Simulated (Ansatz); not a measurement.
**Binding across the interface in twisted Ti2CO2 MXene bilayer, 32.20° (390 atoms)**

How much energy holds the two parts of twisted Ti2CO2 MXene bilayer, 32.20° (390 atoms) together, and how does it fall off with distance?

Program: Ansatz 0.2.0. Level of theory: Kohn-Sham DFT, PBE+D3(BJ), PAW (set soft_1), plane waves. Results are calculated unless marked as measured.

### Step 1. Set-up

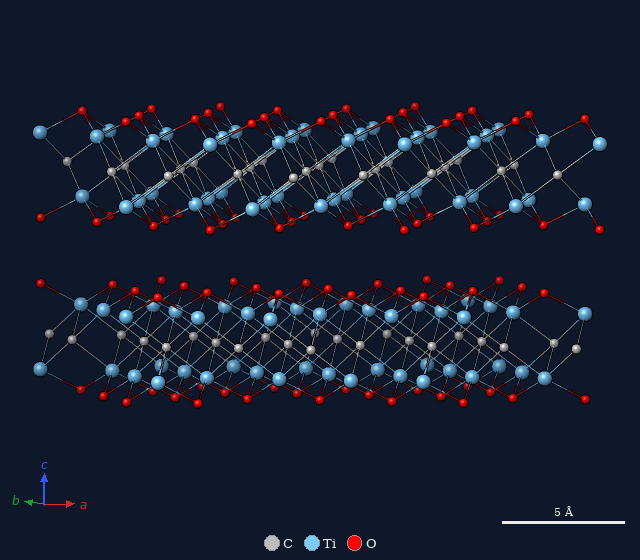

The cell as given, in part (carbon light grey, titanium blue, oxygen red). Drawn is a slice 9 Å thick, seen along the normal of the ac plane.

The cell holds 390 atoms: 78 C, 156 Ti and 156 O. Cell: a = 18.922 Å, b = 18.922 Å, c = 25.590 Å, α = 90.0°, β = 90.0°, γ = 120.0°. It derives from Ti2CO2 (Ti2CO2 MXene). Ti2CO2 MXene (a = 3.03 Å) under Ti2CO2 MXene (a = 3.03 Å), bilayer, commensurate cell of 39 unit cells a layer, twist 32.20 deg; facing planes 2.71 Å apart; 14 Å of vacuum; layers as built, displaced by a Gaussian of 0.01 Å. Regions: layer 1, 195 atoms (39 C, 78 Ti and 78 O); layer 2, 195 atoms (39 C, 78 Ti and 78 O). Vacuum lies along c.

What the set-up can't give: The main run has no spin polarisation, so moments on Ti can't form in it, and no Hubbard term.

### Step 2. Single point at the start

The forces at the start show how far the geometry lies from a minimum of this functional.

The input, input.yaml:

```yaml
crystal:
  lattice:
    - [18.9223, 0.0, 0.0]
    - [-9.46115, 16.38719, 0.0]
    - [0.0, 0.0, 25.59]
  atoms:
    - { symbol: C, position: [0.02538, 0.58864, 0.36049] }
    - { symbol: Ti, position: [0.10298, 0.69221, 0.41153] }
    - { symbol: Ti, position: [0.12723, 0.61422, 0.3087] }
    - { symbol: O, position: [0.12891, 0.61596, 0.4475] }
    - { symbol: O, position: [0.10236, 0.69141, 0.27402] }
    - { symbol: C, position: [0.0763, 0.76786, 0.36026] }
    - { symbol: Ti, position: [0.15363, 0.87102, 0.41232] }
    - { symbol: Ti, position: [0.17926, 0.794, 0.30975] }
    - { symbol: O, position: [0.18003, 0.79481, 0.44775] }
    - { symbol: O, position: [0.15326, 0.87092, 0.27387] }
    - { symbol: C, position: [0.12853, 0.94898, 0.35981] }
    - { symbol: Ti, position: [0.20444, 0.05162, 0.41131] }
    - { symbol: Ti, position: [0.22987, 0.97365, 0.30975] }
    - { symbol: O, position: [0.23031, 0.97367, 0.44709] }
    - { symbol: O, position: [0.20538, 0.05195, 0.27402] }
    - { symbol: C, position: [0.99945, 0.00025, 0.36025] }
    - { symbol: Ti, position: [0.07525, 0.10153, 0.41155] }
    - { symbol: Ti, position: [0.10324, 0.02544, 0.30923] }
    - { symbol: O, position: [0.10347, 0.02564, 0.44707] }
    - { symbol: O, position: [0.07845, 0.10358, 0.27372] }
    - { symbol: C, position: [0.05129, 0.17969, 0.36102] }
    - { symbol: Ti, position: [0.12745, 0.28135, 0.41154] }
    - { symbol: Ti, position: [0.15313, 0.20527, 0.30839] }
    - { symbol: O, position: [0.15299, 0.20484, 0.44684] }
    - { symbol: O, position: [0.12802, 0.28229, 0.27341] }
    - { symbol: C, position: [0.10193, 0.35903, 0.36028] }
    - { symbol: Ti, position: [0.18018, 0.46251, 0.41201] }
    - { symbol: Ti, position: [0.2045, 0.38452, 0.30878] }
    - { symbol: O, position: [0.20504, 0.38415, 0.44655] }
    - { symbol: O, position: [0.17889, 0.46185, 0.27334] }
    - { symbol: C, position: [0.15383, 0.53813, 0.36015] }
    - { symbol: Ti, position: [0.23186, 0.64183, 0.41207] }
    [... 352 atom lines left out ...]
    - { symbol: O, position: [0.0008, 0.66709, 0.55339] }
    - { symbol: C, position: [0.05187, 0.87224, 0.64007] }
    - { symbol: Ti, position: [0.94857, 0.79457, 0.69064] }
    - { symbol: Ti, position: [0.97484, 0.89753, 0.58885] }
    - { symbol: O, position: [0.97395, 0.89677, 0.72634] }
    - { symbol: O, position: [0.94733, 0.79389, 0.55284] }
kpoints:
  mp_grid: { grid: [3, 3, 1] }
hamiltonian:
  xc: pbe
  dispersion: d3bj
  pseudopotentials: { kind: paw, azcp: { folder: soft_1 } }
scf:
  occupations: { method: gaussian, width: 0.05 }
output:
  forces: true
```

Launch:

```
> ansatz run input.yaml --threads 32 --pin off --max-ram 92160MiB --backend cuda --events-out ev --progress --plain --runs-dir out --max-vram 78GiB
```

Numbers of over 12 decimals in the logs are rounded to 6 here.

What it wrote:

```text
projector tables: rebuilt, as memory chose (as under --projector-tables rebuilt)
Engine: ansatz 0.2.0, aarch64-unknown-linux-gnu
Pseudopotentials: kind: paw
Pseudopotential: C, paw, valence charge 4, recommended cutoff 420 eV (normal), soft_1/C.paw.azcp
Pseudopotential: Ti, paw, valence charge 12, recommended cutoff 420 eV (normal), soft_1/Ti.paw.azcp
Pseudopotential: O, paw, valence charge 6, recommended cutoff 420 eV (normal), soft_1/O.paw.azcp
Functional definition: PBE
  parameter kappa = 0.804
  parameter beta = 0.066725
  exchange = pbe_x(kappa = kappa, mu = beta*pi^2/3)
  correlation = pbe_c(beta = beta)
GPU FFT provider: cuFFT
GPU libraries: cuBLAS 13.8.1, cuFFT 12.4.0, cuSOLVER 12.3.2
GPU matrix products: emulated (plane waves: as basis.precision tells), large ones in fixed point in workspaces of 1.00 GiB
Crystal: 390 atoms, lattice volume = 7935.032 Å³
Basis set: ecut = 420 eV, 155197 PW (Γ), exchange–correlation on 256×256×360 points (8 copies of the dense FFT grid, shifted against one another)
Bands: 1950, of which v1, the nominal top of the filled ones, is band 1560 counted from 1 (1559 counted from 0)
Symmetry: 1 space group operations
Space group: P1 (ITA 1), of the structure as read, at distance tolerance 2.0e-4 Å
k-points: 5 of 9 (time reversal used)
Non-local potential: C, projectors of the file, l = 0: 2, l = 1: 2, l = 2: 1
Non-local potential: Ti, projectors of the file, l = 0: 3, l = 1: 2, l = 2: 3, l = 3: 1
Non-local potential: O, projectors of the file, l = 0: 2, l = 1: 2, l = 2: 1
PAW form: soft (Blöchl's): semilocal exchange-correlation on the pseudo side does not see the compensation charge
PAW one-centre angular grid: C, 110 points (default); XC on 64 Gauss nodes
PAW one-centre angular grid: Ti, 590 points (default); XC on 64 Gauss nodes
PAW one-centre angular grid: O, 110 points (default); XC on 64 Gauss nodes
Initial density: superposition of atomic densities (neutral atoms: chi_scale 0, normalization atom)
Initial wavefunctions: pseudopotential atomic-orbital guess
GPU buffer pool allocated for 2949120 grid points (all kernels)
GPU transforms: local potential and band sums: pruned to the plane-wave sphere, on 125×125×180
GPU projectors: on the FFT box's points about the atoms, with room for 2485626 of them (8 bands a pass); a geometry past the room, sums that fail their trial, or a want of GPU memory keeps the tables, and a block in half precision can take them where they are the faster
Functional: x = pbe(κ = 0.804, μ = 0.219515), c = pbe(β = 0.066725)
SCF iter   1: F=—  HF=-499112.732830 eV  |F-HF|=—  |Δ(HF+E_count)|=         —  Δρ=1.60e-1  dr2=2.43e3  ethr=3.10e-3  ⟨swp⟩=7.0  Hψ=37879  notcnv=0  defer=896
preconditioner: auto → Resta (q_TF=auto, 2.335 Å⁻¹)  ε∞=3.6  [insulator: Δε(μ)=2.809 eV  Ē_g=11.179 eV  σ=0.050 eV  W_gap=1.00  n_scr=1668 (ndim 8)  ℏωp=18.0 eV  f_vac=0.439  D(μ)=0.00/eV (n_scr^D=0)  ε∞_Penn≈3.6  vacuum switching on, ρ_ref=9.1e-3 e/Å³]
SCF iter   2: F=—  HF=-498692.277215 eV  |F-HF|=—  |Δ(HF+E_count)|=    4.20e2  Δρ=1.15e-1  dr2=1.08e3  ethr=3.10e-3  ⟨swp⟩=7.8  Hψ=28801  notcnv=0  defer=1667
SCF iter   3: F=—  HF=-498572.572682 eV  |F-HF|=—  |Δ(HF+E_count)|=    1.20e2  Δρ=3.47e-2  dr2=1.12e2  ethr=3.10e-3  ⟨swp⟩=4.0  Hψ=21688  notcnv=0  defer=1699
SCF iter   4: F=—  HF=-498553.225221 eV  |F-HF|=—  |Δ(HF+E_count)|=    1.93e1  Δρ=1.34e-2  dr2=1.36e1  ethr=3.10e-3  ⟨swp⟩=4.2  Hψ=12521  notcnv=0  defer=1035
automatic band count: iteration 4 solves 1808 bands in place of 1950: the levels show a gap, and the empty bands left out lie too high to hold charge; the band table lists the bands solved (type scf.n_extra_bands for more)
SCF iter   5: F=—  HF=-498553.869577 eV  |F-HF|=—  |Δ(HF+E_count)|=   6.44e-1  Δρ=1.05e-2  dr2=1.45e1  ethr=4.37e-4  ⟨swp⟩=6.8  Hψ=24976  notcnv=0  defer=1045
SCF iter   6: F=—  HF=-498552.584218 eV  |F-HF|=—  |Δ(HF+E_count)|=    1.29e0  Δρ=5.97e-3  dr2=4.06e0  ethr=4.37e-4  ⟨swp⟩=10.2  Hψ=16411  notcnv=0  defer=1006
SCF iter   7: F=—  HF=-498552.174310 eV  |F-HF|=—  |Δ(HF+E_count)|=   4.10e-1  Δρ=2.17e-3  dr2=5.25e-1  ethr=1.30e-4  ⟨swp⟩=3.8  Hψ=11992  notcnv=0  defer=999
SCF iter   8: F=—  HF=-498552.308005 eV  |F-HF|=—  |Δ(HF+E_count)|=   1.34e-1  Δρ=1.90e-3  dr2=8.62e-1  ethr=1.68e-5  ⟨swp⟩=7.4  Hψ=16418  notcnv=0  defer=1006
SCF iter   9: F=—  HF=-498552.220595 eV  |F-HF|=—  |Δ(HF+E_count)|=   8.74e-2  Δρ=1.41e-3  dr2=1.86e-1  ethr=1.68e-5  ⟨swp⟩=3.6  Hψ=11960  notcnv=0  defer=1019
SCF iter  10: F=—  HF=-498552.204560 eV  |F-HF|=—  |Δ(HF+E_count)|=   1.60e-2  Δρ=3.01e-4  dr2=1.41e-2  ethr=5.96e-6  ⟨swp⟩=3.2  Hψ=12367  notcnv=0  defer=1019
SCF iter  11: F=—  HF=-498552.196184 eV  |F-HF|=—  |Δ(HF+E_count)|=   8.38e-3  Δρ=2.92e-4  dr2=2.17e-2  ethr=4.52e-7  ⟨swp⟩=3.0  Hψ=17818  notcnv=0  defer=1019
SCF iter  12: F=—  HF=-498552.210947 eV  |F-HF|=—  |Δ(HF+E_count)|=   1.48e-2  Δρ=8.46e-5  dr2=1.19e-3  ethr=4.52e-7  ⟨swp⟩=2.8  Hψ=11584  notcnv=0  defer=1019
SCF iter  13: F=—  HF=-498552.190389 eV  |F-HF|=—  |Δ(HF+E_count)|=   2.06e-2  Δρ=3.99e-5  dr2=3.78e-4  ethr=3.83e-8  ⟨swp⟩=3.0  Hψ=11847  notcnv=0  defer=1019
SCF iter  14: F=—  HF=-498552.204614 eV  |F-HF|=—  |Δ(HF+E_count)|=   1.42e-2  Δρ=1.68e-5  dr2=3.39e-5  ethr=1.21e-8  ⟨swp⟩=2.2  Hψ=11929  notcnv=0  defer=1019
SCF iter  15: F=—  HF=-498552.206078 eV  |F-HF|=—  |Δ(HF+E_count)|=   1.46e-3  Δρ=8.69e-6  dr2=1.34e-5  ethr=1.09e-9  ⟨swp⟩=3.0  Hψ=14888  notcnv=0  defer=1019
SCF iter  16: F=—  HF=-498552.206078 eV  |F-HF|=—  |Δ(HF+E_count)|=   3.96e-7  Δρ=5.61e-6  dr2=6.48e-6  ethr=4.31e-10  ⟨swp⟩=3.0  Hψ=12003  notcnv=0  defer=1019
SCF iter  17: F=—  HF=-498552.206078 eV  |F-HF|=—  |Δ(HF+E_count)|=   1.18e-7  Δρ=3.29e-6  dr2=1.94e-6  ethr=2.08e-10  ⟨swp⟩=2.2  Hψ=10105  notcnv=0  defer=1019
SCF iter  18: F=—  HF=-498552.206078 eV  |F-HF|=—  |Δ(HF+E_count)|=   5.17e-8  Δρ=1.24e-6  dr2=2.27e-7  ethr=6.20e-11  ⟨swp⟩=2.4  Hψ=11793  notcnv=0  defer=1019
SCF iter  19: F=—  HF=-498552.206078 eV  |F-HF|=—  |Δ(HF+E_count)|=   8.77e-8  Δρ=8.62e-7  dr2=1.93e-7  ethr=3.21e-12  ⟨swp⟩=17.6  Hψ=42803  notcnv=0
SCF iter  20: F=-498552.206078 eV  HF=-498552.206078 eV  |F-HF|=3.90e-9  |Δ(HF+E_count)|=   4.67e-8  Δρ=2.41e-7  dr2=5.52e-9  ethr=3.21e-12  ⟨swp⟩=2.0  Hψ=21231  notcnv=0
SCF 1 converged in 20 iterations: F = -498552.206078 eV  dr2 = 5.52e-9
  greatest PAW one-centre occupation: 0.999 electrons in one spin orbital (limit 2), on the Ti atom at site 22 (counted from 0), in its partial waves of l = 0
SCF converged after 20 iterations
Free energy (F): -498552.206078 eV
Harris-Foulkes:  -498552.206078 eV  (|F-HF|=3.90e-9)
Internal energy: -498552.206071 eV  (E = F + TS)
E sigma→0 (E₀):  -498552.206075 eV
Entropy (-TS):   -0.000007 eV (-0.000 meV/atom)
Fermi energy:    3.567675 eV
--- Per-component energies (eV) ---
  E_band       = -51997.361206
  E_kinetic    = 76523.353049
  E_local      = -2885273.349340  (includes V_loc(G=0)·N_el)
  E_nonlocal   = 19052.619572
  E_hartree    = 1406649.252085
  E_xc         = -33109.554531
  E_vxc        = -41670.852552  (∫ρ·V_xc dr)
  E_paw        = -195411.979787  (= ΣΔE_a)
  E_vpaw       = -33927.781204  (= ΣTr[D̂ρ^β])
  E_aug_tail   = 0.111139  (compensation charges beyond the density's cutoff)
  E_ewald      = 1113118.453921
  E_disp       = -101.112179  (pairwise vdW)
  E_smearing   = -0.000007  (= −TS)
  E_closure    = 0.000000  (closes the sum)
  Σ components = -498552.206078   (vs F -498552.206078, Δ=0.00e0)
--- Forces (eV/Å), atoms counted from 1 ---
[... 390 lines of forces left out ...]
  max |Σ_I F_I| component: 8.56e-5 eV/Å
```

It took 2.2 min on 1 × NVIDIA GB200 with 32 threads of Arm Neoverse V2, shared host; peak memory 3.2 GiB.

The program notes that it cut back its plan to fit the GPU's memory.

The r.m.s. force at the start is 0.18 eV/Å.

### Step 3. Relaxation

The atoms are relaxed in the fixed cell, aiming at the force tolerance of the input.

The input, input.yaml:

```yaml
crystal:
  lattice:
    - [18.9223, 0.0, 0.0]
    - [-9.46115, 16.38719, 0.0]
    - [0.0, 0.0, 25.59]
  atoms:
    [... the 390 atom lines of step 2 ...]
kpoints:
  mp_grid: { grid: [3, 3, 1] }
hamiltonian:
  xc: pbe
  dispersion: d3bj
  pseudopotentials: { kind: paw, azcp: { folder: soft_1 } }
scf:
  occupations: { method: gaussian, width: 0.05 }
output:
  forces: true
relax:
  f_tol: 0.05
  max_steps: 120
```

What it wrote:

```text
[...]
projector tables: rebuilt, as memory chose (as under --projector-tables rebuilt)
[...]
Crystal: 390 atoms, lattice volume = 7935.032 Å³
Basis set: ecut = 420 eV, 155197 PW (Γ), exchange–correlation on 256×256×360 points (8 copies of the dense FFT grid, shifted against one another)
Bands: 1950, of which v1, the nominal top of the filled ones, is band 1560 counted from 1 (1559 counted from 0)
Symmetry: 1 space group operations
[...]
k-points: 5 of 9 (time reversal used)
[...]
SCF iter   1: F=—  HF=-499112.732833 eV  |F-HF|=—  |Δ(HF+E_count)|=         —  Δρ=1.60e-1  dr2=2.43e3  ethr=3.10e-3  ⟨swp⟩=7.0  Hψ=37879  notcnv=0  defer=896
[...]
SCF iter   2: F=—  HF=-498692.277132 eV  |F-HF|=—  |Δ(HF+E_count)|=    4.20e2  Δρ=1.15e-1  dr2=1.08e3  ethr=3.10e-3  ⟨swp⟩=7.8  Hψ=28801  notcnv=0  defer=1667
[...]
SCF iter  14: F=-498552.206052 eV  HF=-498552.206074 eV  |F-HF|=2.23e-5  |Δ(HF+E_count)|=   2.29e-5  Δρ=2.07e-5  dr2=4.13e-5  ethr=2.00e-9  ⟨swp⟩=3.0  Hψ=33524  notcnv=0
SCF 1 converged in 14 iterations: F = -498552.206052 eV  dr2 = 4.13e-5
[...]
relax step   1: F+E_penalty+E_count = -498552.20605217 eV  Δ(F+E_penalty+E_count) = +0.000e0 eV  max|allowed force component| = 6.865e-1 eV/Å  Δτ_max = 0.0000 Å  (14 SCF iters, dr2 threshold 6.25e-5 eV, accepted)
[...]
relax step   2: F+E_penalty+E_count = -498553.04272725 eV  Δ(F+E_penalty+E_count) = -8.367e-1 eV  max|allowed force component| = 3.234e-1 eV/Å  Δτ_max = 0.0769 Å  (9 SCF iters, dr2 threshold 2.95e-5 eV, accepted)
[...]
relax step   3: F+E_penalty+E_count = -498553.34133020 eV  Δ(F+E_penalty+E_count) = -2.986e-1 eV  max|allowed force component| = 4.242e-2 eV/Å  Δτ_max = 0.0564 Å  (10 SCF iters, dr2 threshold 6.54e-6 eV, accepted)
[...]
relax step   4: F+E_penalty+E_count = -498553.34133136 eV  Δ(F+E_penalty+E_count) = -1.160e-6 eV  max|allowed force component| = 4.239e-2 eV/Å  Δτ_max = 0.0000 Å  (5 SCF iters, accepted)
WARN: Davidson subspace factor capped 4 → 3 for the GPU's memory: at factor 4, with no wavefunction block in host memory, the run is sure to hold 68.15 GiB on a GPU, at whatever concurrent solve slot count, and, with a margin of one panel a slot, [...]
NSCF: frozen V_eff on 5 k-points
the band table was solved once a step of the walk had ended and its energy, with any forces and stress, was formed, with the checks that follow a solve (45948 applications of the Hamiltonian). They found nothing against the state; the energy, forces and stress were not computed again (output.eigenvalues in the input reference)
SCF converged after 5 iterations
Free energy (F): -498553.341331 eV
[...]
Internal energy: -498553.341331 eV  (E = F + TS)
E sigma→0 (E₀):  -498553.341331 eV
Entropy (-TS):   -0.000000 eV (-0.000 meV/atom)
Fermi energy:    3.575624 eV
[...]
--- Forces (eV/Å), atoms counted from 1 ---
[... 390 lines of forces left out ...]
  max |Σ_I F_I| component: 3.09e-4 eV/Å
--- Band table (eV; the first three rows and the last of 5) ---
--- Relaxed structure (4 steps of the walk, 4 accepted, 0 SCFs on fresh bases) ---
  F+E_penalty+E_count = -498553.34133136 eV   max|allowed force component| = 4.239e-2 eV/Å
  atoms:
[... 390 atom lines left out ...]
```

Wall time 6.4 min (1 × NVIDIA GB200 with 32 threads); peak memory 4.9 GiB; 8.2 min of CPU time.

The program notes that it cut back its work space to fit the memory limit. Further notices: subspace factor gpu capped.

The relaxation converged after 4 steps, 1.14 eV below its start, with a largest force component of 0.042 eV/Å.

(Part 1 of 3 ends here.)

[Logs are printed without paths, hosts, clocks, repeated set-up lines and the standing remarks that a program may print on its own settings, such as how far it seeks lower states.]

[Hosts, paths, dates, database ids (printed as entryN), source tags and the programs' standing remarks are cut or masked in the printed files.]
